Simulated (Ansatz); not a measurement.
# BGeH3Cl2 (SMILES Cl[B](Cl)[GeH3]) at MP2/cc-pVDZ

What is the electronic atomisation energy of BGeH3Cl2 at MP2/cc-pVDZ? 

The calculation is run with Ansatz 0.2.0.

72 further runs of the same task are left out: 72 set aside as unsound or not needed.

## (1) The structure to begin with

BGeH3Cl2: 7 atoms, total charge 0, spin state singlet. As SMILES, `Cl[B](Cl)[GeH3]`. The coordinates come from a PBE0-D4/def2-TZVP relaxation.

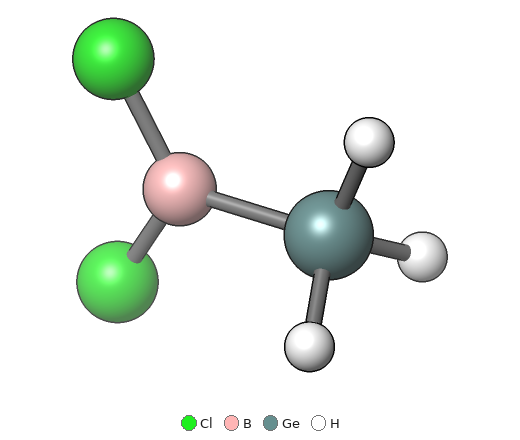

Viewed from a chosen angle; chlorine green, boron pink, germanium teal, hydrogen white.

## (2) A single-point energy at MP2/cc-pVDZ

Input file job.yaml:

```yaml
basis:
  gaussian:
    orbitals: cc-pVDZ
crystal:
  periodic: [false, false, false]
  atoms:
    - {symbol: Cl, position_ang: [1.749500, -1.428200, 1.208700]}
    - {symbol: B, position_ang: [0.206400, -1.021900, 0.511500]}
    - {symbol: Cl, position_ang: [-1.082400, -2.191800, 0.604700]}
    - {symbol: Ge, position_ang: [-0.123100, 0.798500, -0.412200]}
    - {symbol: H, position_ang: [-0.556200, 0.560600, -1.868300]}
    - {symbol: H, position_ang: [-1.266100, 1.534300, 0.306700]}
    - {symbol: H, position_ang: [1.133300, 1.680500, -0.396700]}
total_charge: 0
correlation:
  method: mp2
  frozen_orbitals: {B: 1, Cl: 5, Ge: 9, H: 0}
accuracy: high
```

The run is started by

```sh
ansatz run job.yaml --threads 1 --pin off --max-ram 3480MiB --events-out events.jsonl --progress --plain --runs-dir runs
```

Output:

```text
Warning: RAYON_NUM_THREADS=1 ignored (pool sized by the plan → 1); use --threads N
Functional definition: HF
  name "HF"
  exchange = exact_x
  correlation = 0
2113 factors; integrals over basis functions are off by at most 4.4e-9 eV
mean field evaluation 1: about -82199.8580 eV, gradient 1.8e1 eV
mean field evaluation 2: about -82199.9132 eV, gradient 1.8e1 eV
mean field evaluation 4: about -82201.2894 eV, gradient 2.5e0 eV
mean field evaluation 8: about -82201.3232 eV, gradient 8.9e-2 eV
mean field -82201.32330390 eV, -3020.8429133603 hartree, gradient 6.9e-8 eV, S^2 0.000000; 0 other end points of the search recorded, 0 dependent functions left out
20 core orbitals not correlated: weight in the atoms' cores, before any rotation towards them, 1.000 or more for the frozen orbitals, at most 0.000 for the correlated occupied ones
reference -82201.32330390 eV, -3020.8429133603 hartree; 17, 17 occupied and 55, 55 virtual orbitals, 2113 factors
second order -12.84123471 eV of doubles, -0.00000000 eV of singles
Total energy: -82214.16453862 eV, -3021.3148200319 hartree
```

It took 6.3 s on 1 thread of Arm Neoverse V1, shared host; peak memory 0.32 GiB.

## (3) The B atom, same level

Input file molecule.yaml:

```yaml
crystal:
  periodic: [false, false, false]
  atoms:
    - {symbol: B, position_ang: [0.000000, 0.000000, 0.000000]}
basis:
  gaussian:
    orbitals: cc-pVDZ
magnetization:
  spin_polarized: true
  initial_magnetization: 1
correlation:
  method: mp2
  frozen_orbitals: {B: 1}
accuracy: high
```

Run the same way, it converges to -24.56647 Eh (log not shown).

## (4) The Cl atom at the same level

Input file input.yaml:

```yaml
crystal:
  periodic: [false, false, false]
  atoms:
    - symbol: Cl
      position_ang: [0.000000, 0.000000, 0.000000]
basis:
  gaussian:
    orbitals: cc-pVDZ
magnetization:
  spin_polarized: true
  initial_magnetization: 1
correlation:
  method: mp2
  frozen_orbitals: {Cl: 5}
accuracy: high
```

Run the same way, it converges to -459.58094 Eh (log not shown).

## (5) The Ge atom at the same level

Input file job.yaml:

```yaml
crystal:
  periodic: [false, false, false]
  atoms:
    - {symbol: Ge, position_ang: [0.000000, 0.000000, 0.000000]}
basis:
  gaussian: {orbitals: cc-pVDZ}
magnetization: {spin_polarized: true, initial_magnetization: 2}
correlation: {method: mp2, frozen_orbitals: {Ge: 9}}
accuracy: high
```

The run is started by

```sh
ansatz run job.yaml --threads 1 --pin off --max-ram 3480MiB --events-out events.jsonl --progress --plain --runs-dir runs
```

Output (excerpt; [...] marks lines left out):

```text
Warning: RAYON_NUM_THREADS=1 ignored (pool sized by the plan → 1); use --threads N
[... 2 set-up lines as earlier in the session ...]
[...]
260 factors; integrals over basis functions are off by at most 4.5e-9 eV
[...]
mean field -56471.56286392 eV, -2075.2916574489 hartree, gradient 3.7e-8 eV, S^2 2.008890; 4 other end points of the search recorded, 0 dependent functions left out
9 core orbitals not correlated: weight in the atoms' cores, before any rotation towards them, 1.000 or more for the frozen orbitals, at most 0.000 for the correlated occupied ones
reference -56471.56286392 eV, -2075.2916574489 hartree; 8, 6 occupied and 10, 12 virtual orbitals, 260 factors
second order -1.50009801 eV of doubles, -0.00000000 eV of singles
Total energy: -56473.06296193 eV, -2075.3467850338 hartree
```

Wall time 0.38 s (1 thread of Arm Neoverse V1, shared host).

## (6) The H atom: a single-point energy at UHF/cc-pVDZ

Input file input.yaml:

```yaml
crystal:
  periodic: [false, false, false]
  atoms:
    - {symbol: H, position_ang: [0.000000, 0.000000, 0.000000]}
basis:
  gaussian: {orbitals: cc-pVDZ}
magnetization: {spin_polarized: true, initial_magnetization: 1}
hamiltonian: {xc: hf}
accuracy: high
```

Run the same way, it converges to -0.49928 Eh (log not shown).

## (7) Summary of results

At MP2/cc-pVDZ, 20 core orbitals frozen:

| quantity | value |
| --- | --- |
| molecule: total energy | -3021.31482 Eh |
| molecule: correlation energy (20 core orbitals frozen) | -471.9 mEh |
| B atom: total energy | -24.56647 Eh |
| B atom: correlation energy (1 core orbital frozen) | -36.5 mEh |
| B atom: ⟨S²⟩ of the reference determinant | 0.757 |
| Cl atom: total energy | -459.58094 Eh |
| Cl atom: correlation energy (5 core orbitals frozen) | -109.8 mEh |
| Cl atom: ⟨S²⟩ of the reference determinant | 0.756 |
| Ge atom: total energy | -2075.34679 Eh |
| Ge atom: correlation energy (9 core orbitals frozen) | -55.1 mEh |
| Ge atom: ⟨S²⟩ of the reference determinant | 2.009 |
| H atom: total energy | -0.49928 Eh |
| H atom: ⟨S²⟩ | 0.750 |
| electronic atomisation energy | 20.187 eV |

Taking the molecule apart into free atoms costs 20.19 eV (466 kcal/mol), before zero-point energy and without spin-orbit coupling.
